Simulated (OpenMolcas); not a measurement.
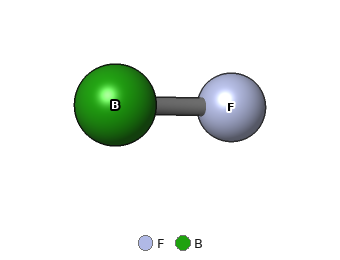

The molecule at the reference distance of 1.386 Å.

## Relativistic diatomic calculation for FB⁻ (part 1 of 2)

FB⁻. Computed at this level: SA-CASSCF(9,7)/XMS-CASPT2 + RASSI spin-orbit (X2C scalar, AMFI), ANO-RCC-VTZP (OpenMolcas).

The input:
```
&GATEWAY
Coord
2
angstrom
F 0.0 0.0 0.0
B 0.0 0.0 1.3860
Basis=ANO-RCC-VTZP
Group=XY
RX2C
AMFI
ANGMom
0.0 0.0 0.0
RICD
&SEWARD
&GUESSORB
&RASSCF
FileOrb=$CurrDir/o22.orb
Symmetry=2
Spin=2
nActEl=9 0 0
Inactive=3 0
RAS2=3 4
CIRoot=4 4 1
Linear
Iterations=120 100
OrbListing=Nothing
PRWF=0.15
>>COPY $Project.RasOrb $CurrDir/o22.orb
>>COPY $Project.rasscf.h5 $CurrDir/r22.h5
&CASPT2
XMultistate=all
Imaginary=0.2
IPEA=0.25
MaxIter=40
>>COPY $Project.JobMix JOB001
&RASSCF
FileOrb=$CurrDir/o21.orb
Symmetry=1
Spin=2
nActEl=9 0 0
Inactive=3 0
RAS2=3 4
CIRoot=5 5 1
Linear
Iterations=120 100
OrbListing=Nothing
PRWF=0.15
>>COPY $Project.RasOrb $CurrDir/o21.orb
>>COPY $Project.rasscf.h5 $CurrDir/r21.h5
&CASPT2
XMultistate=all
Imaginary=0.2
IPEA=0.25
MaxIter=40
>>COPY $Project.JobMix JOB002
&RASSCF
CIOnly
FileOrb=$CurrDir/ref.orb
Symmetry=1
Spin=4
nActEl=9 0 0
Inactive=3 0
RAS2=3 4
CIRoot=1 1 1
Linear
Iterations=120 100
OrbListing=Nothing
PRWF=0.15
>>COPY $Project.RasOrb $CurrDir/o41.orb
>>COPY $Project.rasscf.h5 $CurrDir/r41.h5
&CASPT2
XMultistate=all
Imaginary=0.2
IPEA=0.25
MaxIter=40
>>COPY $Project.JobMix JOB003
&RASSCF
FileOrb=$CurrDir/o42.orb
Symmetry=2
Spin=4
nActEl=9 0 0
Inactive=3 0
RAS2=3 4
CIRoot=2 2 1
Linear
Iterations=120 100
OrbListing=Nothing
PRWF=0.15
>>COPY $Project.RasOrb $CurrDir/o42.orb
>>COPY $Project.rasscf.h5 $CurrDir/r42.h5
&CASPT2
XMultistate=all
Imaginary=0.2
IPEA=0.25
MaxIter=40
>>COPY $Project.JobMix JOB004
&RASSI
Nr of JobIphs=4 4 5 1 2
1 2 3 4
1 2 3 4 5
1
1 2
SpinOrbit
EJob
Omega
MEES
MESO
Properties=4
'AngMom' 3 'Mltpl  1' 1 'Mltpl  1' 2 'Mltpl  1' 3
Thrs=1.0d-4
>>COPY $Project.rassi.h5 $CurrDir/so.h5
```

The first orbital files come from an earlier step.

Launched with:
```bash
pymolcas m.inp (one call a module block, same work directory)
```

Log (extracts):
```
++    Wave function specifications:
      Number of closed shell electrons           6
      Number of electrons in active shells       9
      Number of inactive orbitals                3
      Number of active orbitals                  7
      Number of secondary orbitals              50
      Spin quantum number                      0.5
      State symmetry                             2
++    Orbital specifications:
      Symmetry species                           1   2
                                                 a   b
      Frozen orbitals                            0   0
      Inactive orbitals                          3   0
      Active orbitals                            3   4
      RAS2 orbitals                              3   4
      Secondary orbitals                        26  24
      Number of basis functions                 32  28
      printout of CI-coefficients larger than  0.15 for root  1
      energy=    -124.191264
      conf/sym  111 2222     Coeff  Weight
            63  022 220u   0.97761 0.95572
           201  020 222u  -0.17520 0.03069
      printout of CI-coefficients larger than  0.15 for root  2
      energy=    -124.191264
      conf/sym  111 2222     Coeff  Weight
            61  022 22u0  -0.97761 0.95572
           202  020 22u2  -0.17520 0.03069
      printout of CI-coefficients larger than  0.15 for root  3
      energy=    -123.950135
      conf/sym  111 2222     Coeff  Weight
            37  u2d 22u0  -0.83023 0.68929
            78  u2u 22d0   0.53456 0.28575
      printout of CI-coefficients larger than  0.15 for root  4
      energy=    -123.950135
      conf/sym  111 2222     Coeff  Weight
            39  u2d 220u  -0.83023 0.68929
            81  u2u 220d   0.53456 0.28575
      Natural orbitals and occupation numbers for root  1
      sym 1:   0.002258   1.999823   1.933521
      sym 2:   1.997991   1.999095   0.066480   1.000832
      Natural orbitals and occupation numbers for root  2
      sym 1:   0.002258   1.999823   1.933521
      sym 2:   1.999095   1.997991   1.000832   0.066480
      Natural orbitals and occupation numbers for root  3
      sym 1:   0.898459   1.996606   1.102027
      sym 2:   1.996788   1.986536   1.002988   0.016596
      Natural orbitals and occupation numbers for root  4
      sym 1:   0.898459   1.996606   1.102027
      sym 2:   1.986536   1.996788   0.016597   1.002988
      RASSCF energy for state  4                   -123.95013521
::    RASSCF root number  1 Total energy:   -124.19126430
::    RASSCF root number  2 Total energy:   -124.19126429
::    RASSCF root number  3 Total energy:   -123.95013521
::    RASSCF root number  4 Total energy:   -123.95013521
      Von Neumann Entropy (Root   1) =  0.72349
++    Wave function specifications:
      Number of closed shell electrons           2
      Number of electrons in active shells       9
      Number of inactive orbitals                1
      Number of active orbitals                  7
      Number of secondary orbitals              50
      Spin quantum number                      0.5
      State symmetry                             2
      Number of CSFs                           248
      Number of CASSCF root(s) available         4
      CASPT2 state passed to geometry opt.       4
      A file JOBMIX will be created
      This is a MULTI-STATE CASSCF reference
      Number of CI roots used                    4
      These are:                                 1   2   3   4
      Off-diagonal elements of Heff are computed
  FINAL CASPT2 RESULT:
      Reference energy:        -124.1912642954
      E2 (Non-variational):      -0.3397307076
      Shift correction:          -0.0022414300
      E2 (Variational):          -0.3419721377
      Total energy:            -124.5332364330
      Reference weight:           0.91273
  FINAL CASPT2 RESULT:
      Reference energy:        -124.1912642927
      E2 (Non-variational):      -0.3397307131
      Shift correction:          -0.0022414303
      E2 (Variational):          -0.3419721435
      Total energy:            -124.5332364362
      Reference weight:           0.91273
  FINAL CASPT2 RESULT:
      Reference energy:        -123.9501352136
      E2 (Non-variational):      -0.3322746592
      Shift correction:          -0.0026498007
      E2 (Variational):          -0.3349244600
      Total energy:            -124.2850596736
      Reference weight:           0.91086
  FINAL CASPT2 RESULT:
      Reference energy:        -123.9501352113
      E2 (Non-variational):      -0.3322746648
      Shift correction:          -0.0026497999
      E2 (Variational):          -0.3349244647
      Total energy:            -124.2850596760
      Reference weight:           0.91086
       Total XMS-CASPT2 energies:
::    XMS-CASPT2 Root  1     Total energy:   -124.53337528
::    XMS-CASPT2 Root  2     Total energy:   -124.53337527
::    XMS-CASPT2 Root  3     Total energy:   -124.28492084
::    XMS-CASPT2 Root  4     Total energy:   -124.28492083
++    Wave function specifications:
      Number of closed shell electrons           6
      Number of electrons in active shells       9
      Number of inactive orbitals                3
      Number of active orbitals                  7
      Number of secondary orbitals              50
      Spin quantum number                      0.5
      State symmetry                             1
      printout of CI-coefficients larger than  0.15 for root  1
      energy=    -124.094934
      conf/sym  111 2222     Coeff  Weight
            19  u22 2200   0.95765 0.91710
      printout of CI-coefficients larger than  0.15 for root  2
      energy=    -124.022816
      conf/sym  111 2222     Coeff  Weight
           142  02u 2220  -0.70510 0.49716
           147  02u 2202   0.70510 0.49716
      printout of CI-coefficients larger than  0.15 for root  3
      energy=    -124.022816
      conf/sym  111 2222     Coeff  Weight
           143  02u 22du  -0.49858 0.24858
           145  02u 22ud  -0.86356 0.74574
      printout of CI-coefficients larger than  0.15 for root  4
      energy=    -123.984844
      conf/sym  111 2222     Coeff  Weight
            19  u22 2200  -0.18632 0.03472
           142  02u 2220  -0.68900 0.47472
           147  02u 2202  -0.68900 0.47472
      printout of CI-coefficients larger than  0.15 for root  5
      energy=    -123.939760
      conf/sym  111 2222     Coeff  Weight
           143  02u 22du   0.85293 0.72750
           145  02u 22ud  -0.49244 0.24250
      Natural orbitals and occupation numbers for root  1
      sym 1:   0.967537   1.999335   1.888980
      sym 2:   1.994236   1.994236   0.077838   0.077838
      Natural orbitals and occupation numbers for root  2
      sym 1:   0.003117   1.998105   1.001081
      sym 2:   1.997430   1.997430   1.001419   1.001419
      Natural orbitals and occupation numbers for root  3
      sym 1:   0.003117   1.998105   1.001081
      sym 2:   1.997430   1.997430   1.001419   1.001419
      Natural orbitals and occupation numbers for root  4
      sym 1:   0.048514   1.995765   1.033680
      sym 2:   1.995961   1.995961   0.965060   0.965060
      Natural orbitals and occupation numbers for root  5
      sym 1:   0.012267   1.991254   1.004206
      sym 2:   1.995061   1.995061   1.001075   1.001075
      RASSCF energy for state  5                   -123.93976043
::    RASSCF root number  1 Total energy:   -124.09493391
::    RASSCF root number  2 Total energy:   -124.02281649
::    RASSCF root number  3 Total energy:   -124.02281649
::    RASSCF root number  4 Total energy:   -123.98484439
::    RASSCF root number  5 Total energy:   -123.93976043
      Von Neumann Entropy (Root   1) =  0.95795
++    Wave function specifications:
      Number of closed shell electrons           2
      Number of electrons in active shells       9
      Number of inactive orbitals                1
      Number of active orbitals                  7
      Number of secondary orbitals              50
      Spin quantum number                      0.5
      State symmetry                             1
      Number of CSFs                           242
      Number of CASSCF root(s) available         5
      CASPT2 state passed to geometry opt.       5
      A file JOBMIX will be created
      This is a MULTI-STATE CASSCF reference
      Number of CI roots used                    5
      These are:                                 1   2   3   4   5
      Off-diagonal elements of Heff are computed
  FINAL CASPT2 RESULT:
      Reference energy:        -124.0949339122
      E2 (Non-variational):      -0.3410760431
      Shift correction:          -0.0023825074
      E2 (Variational):          -0.3434585505
      Total energy:            -124.4383924628
      Reference weight:           0.91064
  FINAL CASPT2 RESULT:
      Reference energy:        -124.0228164884
      E2 (Non-variational):      -0.3427360985
      Shift correction:          -0.0032709759
      E2 (Variational):          -0.3460070744
      Total energy:            -124.3688235628
      Reference weight:           0.90354
  FINAL CASPT2 RESULT:
      Reference energy:        -124.0228164884
      E2 (Non-variational):      -0.3419248386
      Shift correction:          -0.0032076929
      E2 (Variational):          -0.3451325315
      Total energy:            -124.3679490199
      Reference weight:           0.90456
  FINAL CASPT2 RESULT:
      Reference energy:        -123.9848443907
      E2 (Non-variational):      -0.3406785411
      Shift correction:          -0.0028979857
      E2 (Variational):          -0.3435765268
      Total energy:            -124.3284209175
      Reference weight:           0.91011
  FINAL CASPT2 RESULT:
      Reference energy:        -123.9397604312
      E2 (Non-variational):      -0.3502506315
      Shift correction:          -0.0022605003
      E2 (Variational):          -0.3525111318
      Total energy:            -124.2922715630
      Reference weight:           0.90619
       Total XMS-CASPT2 energies:
::    XMS-CASPT2 Root  1     Total energy:   -124.43573198
::    XMS-CASPT2 Root  2     Total energy:   -124.36882358
::    XMS-CASPT2 Root  3     Total energy:   -124.36794900
::    XMS-CASPT2 Root  4     Total energy:   -124.33108140
::    XMS-CASPT2 Root  5     Total energy:   -124.29227156
++    Wave function specifications:
      Number of closed shell electrons           6
      Number of electrons in active shells       9
      Number of inactive orbitals                3
      Number of active orbitals                  7
      Number of secondary orbitals              50
      Spin quantum number                      1.5
      State symmetry                             1
      printout of CI-coefficients larger than  0.15 for root  1
      energy=    -124.129201
      conf/sym  111 2222     Coeff  Weight
            61  02u 22uu  -0.99583 0.99168
      Natural orbitals and occupation numbers for root  1
      sym 1:   0.000584   1.999479   1.000177
      sym 2:   1.999626   1.999626   1.000254   1.000254
      RASSCF energy for state  1                   -124.12920079
::    RASSCF root number  1 Total energy:   -124.12920079
      Von Neumann Entropy (Root   1) =  1.50419
++    Wave function specifications:
      Number of closed shell electrons           2
      Number of electrons in active shells       9
      Number of inactive orbitals                1
      Number of active orbitals                  7
      Number of secondary orbitals              50
      Spin quantum number                      1.5
      State symmetry                             1
      Number of CSFs                           112
      Number of CASSCF root(s) available         1
      CASPT2 state passed to geometry opt.       1
      A file JOBMIX will be created
      This is a CASSCF or RASSCF reference function
  FINAL CASPT2 RESULT:
      Reference energy:        -124.1292007986
      E2 (Non-variational):      -0.3094860883
      Shift correction:          -0.0011477617
      E2 (Variational):          -0.3106338500
      Total energy:            -124.4398346486
      Reference weight:           0.93346
++    Wave function specifications:
      Number of closed shell electrons           6
      Number of electrons in active shells       9
      Number of inactive orbitals                3
      Number of active orbitals                  7
      Number of secondary orbitals              50
      Spin quantum number                      1.5
      State symmetry                             2
      printout of CI-coefficients larger than  0.15 for root  1
      energy=    -123.996411
      conf/sym  111 2222     Coeff  Weight
            20  u2u 22u0   0.99110 0.98228
      printout of CI-coefficients larger than  0.15 for root  2
      energy=    -123.996411
      conf/sym  111 2222     Coeff  Weight
            22  u2u 220u   0.99110 0.98228
      Natural orbitals and occupation numbers for root  1
      sym 1:   0.999922   1.997227   1.000652
      sym 2:   1.998371   1.991324   1.001526   0.010978
      Natural orbitals and occupation numbers for root  2
      sym 1:   0.999922   1.997227   1.000652
      sym 2:   1.991324   1.998371   0.010978   1.001526
      RASSCF energy for state  2                   -123.99641092
::    RASSCF root number  1 Total energy:   -123.99641092
::    RASSCF root number  2 Total energy:   -123.99641092
      Von Neumann Entropy (Root   1) =  1.55017
++    Wave function specifications:
      Number of closed shell electrons           2
      Number of electrons in active shells       9
      Number of inactive orbitals                1
      Number of active orbitals                  7
      Number of secondary orbitals              50
      Spin quantum number                      1.5
      State symmetry                             2
      Number of CSFs                           112
      Number of CASSCF root(s) available         2
      CASPT2 state passed to geometry opt.       2
      A file JOBMIX will be created
      This is a MULTI-STATE CASSCF reference
      Number of CI roots used                    2
      These are:                                 1   2
      Off-diagonal elements of Heff are computed
  FINAL CASPT2 RESULT:
      Reference energy:        -123.9964109240
      E2 (Non-variational):      -0.3166707696
      Shift correction:          -0.0012146335
      E2 (Variational):          -0.3178854031
      Total energy:            -124.3142963271
      Reference weight:           0.92822
  FINAL CASPT2 RESULT:
      Reference energy:        -123.9964109239
      E2 (Non-variational):      -0.3166707695
      Shift correction:          -0.0012146335
      E2 (Variational):          -0.3178854031
      Total energy:            -124.3142963270
      Reference weight:           0.92822
       Total XMS-CASPT2 energies:
::    XMS-CASPT2 Root  1     Total energy:   -124.31429633
::    XMS-CASPT2 Root  2     Total energy:   -124.31429633
  SPIN-FREE ENERGIES:
  (Shifted by EMIN (a.u.) =       -124.5333752771)
 SF State       Relative EMIN(au)   Rel lowest level(eV)    D:o, cm**(-1)      Abs_M
     1             0.0000000000        0.0000000000              0.0000         1.0
     2             0.0000000037        0.0000001013              0.0008         1.0
    10             0.0935406285        2.5453701708          20529.7949         0.0
     5             0.0976432973        2.6570094777          21430.2267         0.0
     6             0.1645516945        4.4776797170          36114.9225         2.0
     7             0.1654262769        4.5014783151          36306.8711         2.0
     8             0.2022938766        5.5046968110          44398.3740         0.0
    11             0.2190789499        5.9614419244          48082.2718         1.0
    12             0.2190789499        5.9614419244          48082.2718         1.0
     9             0.2411037140        6.5607662873          52916.1488         0.0
     3             0.2484544413        6.7607897672          54529.4469         1.0
     4             0.2484544443        6.7607898492          54529.4476         1.0
```

(Continued in part 2.) Outcome of the run: converged; components of a degenerate state are split by 192 cm⁻¹; whether the anion is bound against detachment isn't tested.
